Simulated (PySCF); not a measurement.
**Run report: C6H14N2Si2, NMR shielding calculation**

The run: NMR shielding calculation of C6H14N2Si2. Method and program: GIAO wB97X-D/pcSseg-1 NMR shielding, non-relativistic, gas phase (PySCF 2.14.0).

The geometry comes from this level: PBE0-D3(BJ)/def2-SVP. It belongs to a series of runs on one base structure; here: constitutional isomer. Figures and captions count atoms from 1; the log counts them from 0 in places.

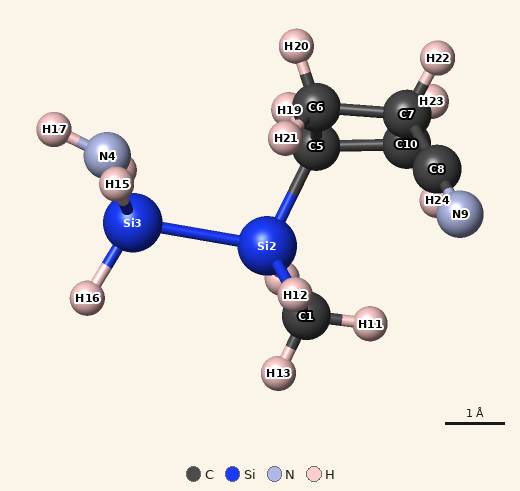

**Figure 1.** The input geometry (ball-and-stick view, seen at a tilt; atoms are numbered from 1 in the order of the input).

**Key numbers**

```csv
quantity,value
outcome,converged
total energy,−925.363088 hartree
HOMO,−9.11 eV
LUMO,1.74 eV
dipole moment,4.71 D
"isotropic shielding, C",55.1 to 195.7 ppm
"isotropic shielding, Si",389.8 to 404.0 ppm
"isotropic shielding, N",−41.0 to 267.7 ppm
"isotropic shielding, H",26.6 to 31.9 ppm
hardware,"1 CPU thread, shared host"
wall time,2.5 min
peak memory,1.5 GiB
```

**Input**
```
{"job": {"kind": "nmr", "xc": "wB97X-D", "basis": "pcSseg-1", "pop": false}, "charge": 0, "multiplicity": 1}
C     -0.508159    -1.920126     0.926598
Si    -1.034322    -0.645309    -0.354521
Si    -2.497875     0.961944     0.522823
N     -2.845978     2.072820    -0.777396
C      0.441232     0.319133    -1.053382
C      1.377511     0.965430    -0.000790
C      2.529393     0.021605    -0.446140
C      2.916910    -0.977842     0.533599
N      3.196577    -1.781457     1.319678
C      1.633320    -0.504136    -1.602101
H      0.214179    -2.638920     0.510022
H     -0.034525    -1.447362     1.800384
H     -1.383474    -2.486502     1.280303
H     -1.707412    -1.341159    -1.504482
H     -1.816418     1.751360     1.599547
H     -3.690331     0.314563     1.177607
H     -3.309632     2.948687    -0.556777
H     -3.230777     1.688849    -1.634575
H      0.034315     1.046169    -1.773357
H      1.604791     2.022936    -0.193349
H      1.084793     0.869145     1.055483
H      3.439124     0.543342    -0.779966
H      1.988977    -0.170743    -2.587088
H      1.514990    -1.597221    -1.634601
```

The first line tells a small driver script what to run in PySCF; the rest is the geometry in Å.

Launched with:
```bash
OMP_NUM_THREADS=1 python <driver script> task.json out
```

**What the program printed**
```
coarse grid: 20568 points
cycle   1  E = -925.1897971669  dE =  1.155e+00  |g| = 6.413e-01  |ddm| = 4.422e+00
cycle   2  E = -925.1255260395  dE =  6.427e-02  |g| = 8.991e-01  |ddm| = 1.216e+00
cycle   3  E = -925.2926774163  dE = -1.672e-01  |g| = 1.108e-01  |ddm| = 6.553e-01
cycle   4  E = -925.2948818734  dE = -2.204e-03  |g| = 5.904e-02  |ddm| = 1.136e-01
cycle   5  E = -925.2956296338  dE = -7.478e-04  |g| = 8.470e-03  |ddm| = 6.151e-02
cycle   6  E = -925.2956471135  dE = -1.748e-05  |g| = 2.914e-03  |ddm| = 1.174e-02
cycle   7  E = -925.2956495233  dE = -2.410e-06  |g| = 6.717e-04  |ddm| = 5.025e-03
final grid: 188296 points
cycle   8  E = -925.3630732184  dE = -2.519e-04  |g| = 7.722e-03  |ddm| = 5.553e-02
cycle   9  E = -925.3630737042  dE = -4.858e-07  |g| = 8.300e-03  |ddm| = 1.400e-02
cycle  10  E = -925.3630869509  dE = -1.325e-05  |g| = 1.596e-03  |ddm| = 5.673e-03
cycle  11  E = -925.3630873505  dE = -3.996e-07  |g| = 8.910e-04  |ddm| = 1.735e-03
cycle  12  E = -925.3630875343  dE = -1.838e-07  |g| = 1.463e-04  |ddm| = 9.492e-04
cycle  13  E = -925.3630875396  dE = -5.302e-09  |g| = 4.054e-05  |ddm| = 2.167e-04
cycle  14  E = -925.3630875402  dE = -6.216e-10  |g| = 1.553e-05  |ddm| = 9.946e-05
```

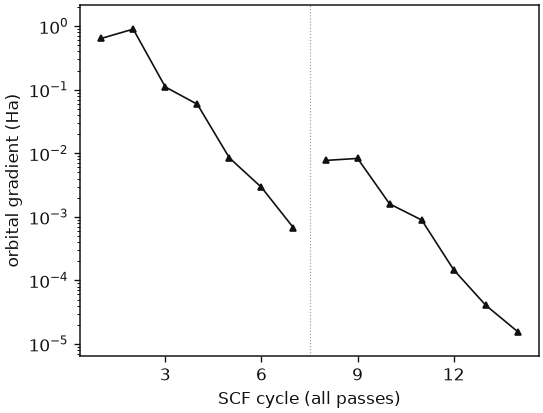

**Figure 2.** Convergence of the self-consistent field: orbital gradient against the SCF cycle. The dotted line marks the change from a coarse to the final integration grid. The first 7 cycles use a coarse grid, the final grid takes over at cycle 8, and the field converges after 14 cycles in all.

```
converged SCF energy = -925.3630875402

GIAO shielding tensors (ppm)
atom      isotropic    diamagn.    paramagn.     s11        s22        s33       span
  0 C      195.725     256.499     -60.775    187.480    193.411    206.284     18.804
  1 Si     389.815     883.254    -493.439    354.978    393.606    420.862     65.884
  2 Si     404.016     880.528    -476.512    350.685    380.802    480.563    129.878
  3 N      267.739     315.391     -47.652    231.256    264.980    306.980     75.725
  4 C      171.886     254.462     -82.576    155.612    171.463    188.581     32.969
  5 C      157.750     248.159     -90.409    143.280    151.763    178.208     34.928
  6 C      165.036     260.266     -95.231    156.555    165.651    172.901     16.346
  7 C       55.092     261.507    -206.415    -66.353    -62.734    294.362    360.715
  8 N      -41.026     339.783    -380.809   -204.718   -191.892    273.532    478.250
  9 C      156.889     250.711     -93.822    142.238    151.708    176.721     34.482
 10 H       30.524      33.042      -2.518     25.795     28.379     37.397     11.601
 11 H       30.899      34.590      -3.691     27.141     28.513     37.043      9.903
 12 H       31.192      30.495       0.697     25.970     28.180     39.426     13.457
 13 H       27.403      31.299      -3.896     24.621     24.988     32.599      7.978
 14 H       26.798      30.860      -4.061     24.131     26.280     29.984      5.853
 15 H       26.613      29.161      -2.548     22.188     25.681     31.969      9.781
 16 H       31.413      27.761       3.652     23.332     26.814     44.093     20.761
 17 H       31.928      30.742       1.186     24.361     29.028     42.394     18.032
 18 H       29.390      34.374      -4.984     24.473     29.025     34.672     10.200
 19 H       28.780      32.069      -3.289     25.052     27.028     34.261      9.209
 20 H       29.487      33.577      -4.090     26.616     28.742     33.104      6.488
 21 H       28.712      28.908      -0.196     23.537     27.809     34.791     11.254
 22 H       28.759      30.904      -2.145     25.219     26.439     34.620      9.401
 23 H       29.423      31.730      -2.307     26.379     28.056     33.835      7.455
```

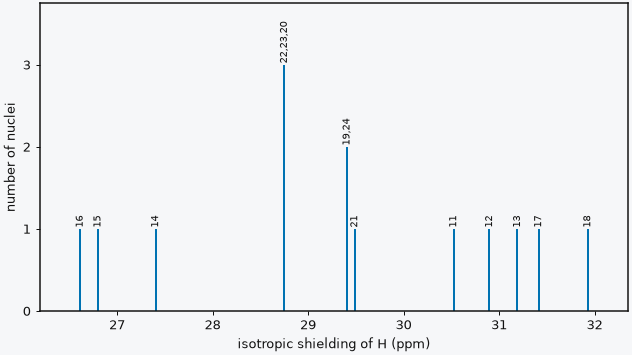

**Figure 3.** Isotropic shieldings of the hydrogen nuclei in this fixed geometry, labelled by atom number; shielding grows to the right, so chemical shift grows to the left. The least shielded is H16 (26.6 ppm), the most shielded H18 (31.9 ppm).
